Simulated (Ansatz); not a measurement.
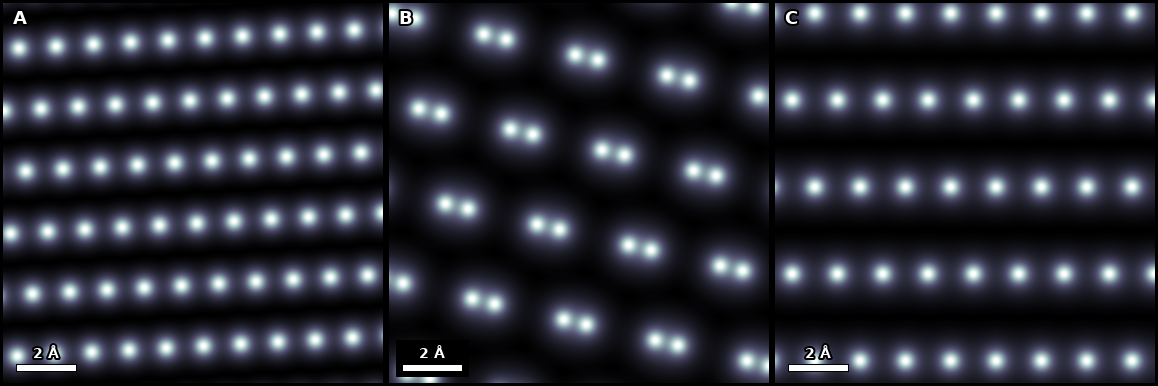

Three views of Sn (I4_1/amd, No. 141) along different zone axes. Computed as the sum of neutral-atom potentials (tabulated electron scattering factors, B = 0.5 Å²) projected along the beam and smoothed by 0.25 Å; brighter is more positive. The display is stretched by a gamma of 0.7; percentages refer to the linear signal. Atomic positions: a calculation's starting geometry.

Space group I4_1/amd:1 (No. 141). a = 5.947 Å, b = 5.947 Å, c = 3.212 Å, α = 90.00°, β = 90.00°, γ = 90.00°
```csv
atom,site,symmetry,x,y,z
Sn,4a,-4m2,0.5000,0.0000,0.7500
```

Question: Match the panels to the zone axes [100], [112] and [201].

Answer: A is [112]: projected cell 1.28 × 2.20 Å, 107°, plane group c2mm. B is [100]: projected cell 3.21 × 3.38 Å, 118°, plane group c2mm. C is [201]: projected cell 1.55 × 3.07 Å, 105°, plane group c2mm.
